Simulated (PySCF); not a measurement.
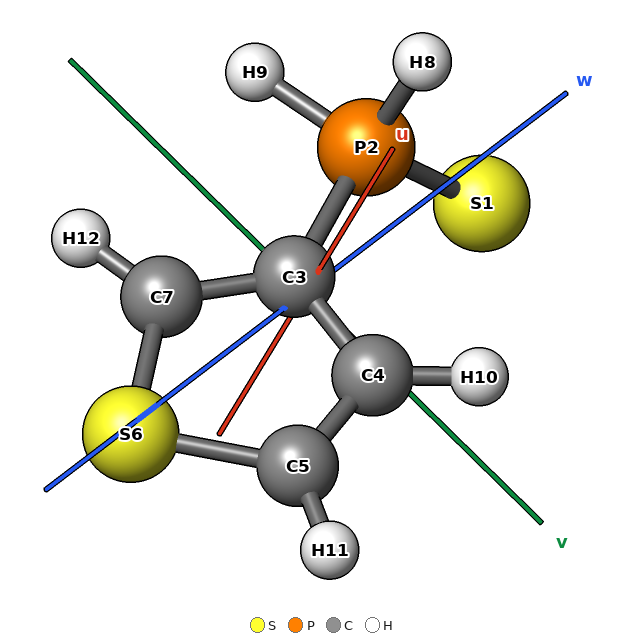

The lines u, v and w are the principal axes of the static dipole polarisability. The computed structure is the end point of a GFN2-xTB optimisation. No frequency run is at hand to confirm it as a minimum. Computed with PBE0/def2-SVPD (PySCF 2.14.0).

### Along which axis is the molecule most polarisable, and along which least?

Most along w (close to the long direction S1···S6), least along u.

### Give the three principal values.

u 81.2, v 100.9, w 148.0 bohr³; mean 110.0, anisotropy 59.4 bohr³.

The geometry is semi-empirical. Around P such bond lengths and angles can be off by a tenth of an ångström or more and by several degrees, and values that hang on the shape move with them.
